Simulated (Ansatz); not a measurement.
# B3LYP/aug-cc-pVDZ run of F2OS (SMILES O=S(F)F)

What is the electronic atomisation energy of F2OS at B3LYP/aug-cc-pVDZ? 

The calculation is run with Ansatz 0.2.0.

## (1) The system as given

F2OS: 4 atoms, total charge 0, spin state singlet. As SMILES, `O=S(F)F`. The coordinates come from a PBE0-D4/def2-TZVP relaxation.

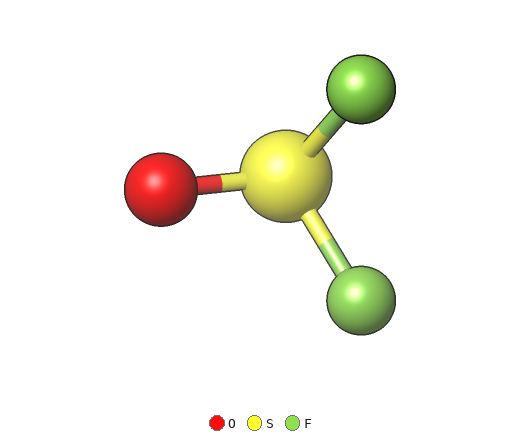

The structure, seen from a chosen angle (oxygen red, sulfur yellow, fluorine green).

## (2) The energy at B3LYP/aug-cc-pVDZ

Contents of in.yaml:

```yaml
crystal:
  periodic: [false, false, false]
  atoms:
    - {symbol: O, position_ang: [0.932400, 0.066600, -1.017800]}
    - {symbol: S, position_ang: [-0.151300, -0.426200, -0.245700]}
    - {symbol: F, position_ang: [-1.124400, 0.804200, 0.000400]}
    - {symbol: F, position_ang: [0.343300, -0.444600, 1.263100]}
basis:
  gaussian:
    orbitals: aug-cc-pVDZ
hamiltonian:
  xc: {name: B3LYP}
accuracy: high
output: {orbitals: {seedname: orbitals}}
```

Launch:

```console
ansatz run in.yaml --threads 1 --pin off --max-ram 3480MiB --events-out events.jsonl --progress --plain --runs-dir runs
```

What it wrote:

```text
Warning: RAYON_NUM_THREADS=1 ignored (pool sized by the plan → 1); use --threads N
Functional definition: B3LYP
  name "B3LYP"
  parameter a0 = 0.2
  parameter ax = 0.72
  parameter ac = 0.81
  exchange = (1 - a0 - ax)*slater_x + ax*b88_x + a0*exact_x
  correlation = (1 - ac)*vwn_rpa_c + ac*lyp_c
1941 factors; integrals over basis functions are off by at most 3.2e-9 eV
mean field evaluation 1: about -18308.3637 eV, gradient 6.8e1 eV
mean field evaluation 2: about -18270.0888 eV, gradient 1.5e2 eV
mean field evaluation 4: about -18315.8720 eV, gradient 9.5e0 eV
mean field evaluation 8: about -18316.1877 eV, gradient 3.1e-1 eV
mean field evaluation 16: about -18316.1879 eV, gradient 4.5e-5 eV
mean field -18316.18794136 eV, -673.1074916868 hartree, gradient 2.4e-8 eV, S^2 0.000000; 0 other end points of the search recorded, 0 dependent functions left out
reference -18316.18797453 eV, -673.1074929057 hartree; 21, 21 occupied and 75, 75 virtual orbitals, 1941 factors
Total energy: -18316.18797453 eV, -673.1074929057 hartree
```

Run time: 6 s. Hardware: 1 thread of Intel Xeon Platinum 8488C (Sapphire Rapids), shared host; peak memory 0.32 GiB.

## (3) The F atom at the same level

Contents of run.yaml:

```yaml
basis:
  gaussian:
    orbitals: aug-cc-pVDZ
crystal:
  periodic: [false, false, false]
  atoms:
    - {symbol: F, position_ang: [0.000000, 0.000000, 0.000000]}
magnetization:
  spin_polarized: true
  initial_magnetization: 1
hamiltonian:
  xc: {name: B3LYP}
accuracy: high
```

Run the same way, it converges to -99.73950 Eh (log not shown).

## (4) The O atom at the same level

Contents of job.yaml:

```yaml
crystal:
  periodic: [false, false, false]
  atoms:
    - {symbol: O, position_ang: [0.000000, 0.000000, 0.000000]}
basis:
  gaussian: {orbitals: aug-cc-pVDZ}
hamiltonian: {xc: {name: B3LYP}}
magnetization: {spin_polarized: true, initial_magnetization: 2}
total_charge: 0
accuracy: high
```

Launch:

```console
ansatz run job.yaml --threads 1 --pin off --max-ram 3480MiB --events-out events.jsonl --progress --plain --runs-dir runs
```

What it wrote, shortened:

```text
Warning: RAYON_NUM_THREADS=1 ignored (pool sized by the plan → 1); use --threads N
[... 7 set-up lines as earlier in the session ...]
200 factors; integrals over basis functions are off by at most 2.1e-9 eV
mean field evaluation 1: about -2042.8102 eV, gradient 6.2e0 eV
mean field evaluation 2: about -2042.8766 eV, gradient 4.4e0 eV
mean field evaluation 4: about -2042.9535 eV, gradient 3.1e-2 eV
mean field evaluation 8: about -2042.9536 eV, gradient 4.0e-4 eV
mean field -2042.95363373 eV, -75.0771612759 hartree, gradient 1.3e-8 eV, S^2 2.003677; 0 other end points of the search recorded, 0 dependent functions left out
reference -2042.95365762 eV, -75.0771621538 hartree; 5, 3 occupied and 18, 20 virtual orbitals, 200 factors
Total energy: -2042.95365762 eV, -75.0771621538 hartree
```

It took 0.51 s on 1 thread of Intel Xeon Platinum 8488C (Sapphire Rapids), shared host.

## (5) The S atom

Contents of run.yaml:

```yaml
crystal:
  periodic: [false, false, false]
  atoms:
    - symbol: S
      position_ang: [0.000000, 0.000000, 0.000000]
basis:
  gaussian: {orbitals: aug-cc-pVDZ}
magnetization: {spin_polarized: true, initial_magnetization: 2}
hamiltonian: {xc: {name: B3LYP}}
accuracy: high
```

Run the same way, it converges to -398.12799 Eh (log not shown).

## (6) What came out

At B3LYP/aug-cc-pVDZ:

| quantity | value |
| --- | --- |
| molecule: total energy | -673.10749 Eh |
| molecule: HOMO energy | -9.51 eV |
| molecule: LUMO energy | -1.63 eV |
| molecule: HOMO–LUMO gap | 7.87 eV |
| F atom: total energy | -99.73950 Eh |
| F atom: ⟨S²⟩ | 0.752 |
| O atom: total energy | -75.07716 Eh |
| O atom: ⟨S²⟩ | 2.004 |
| S atom: total energy | -398.12799 Eh |
| S atom: ⟨S²⟩ | 2.003 |
| electronic atomisation energy | 11.520 eV |

What this shows: Taking the molecule apart into free atoms costs 11.52 eV (266 kcal/mol), before zero-point energy and without spin-orbit coupling.
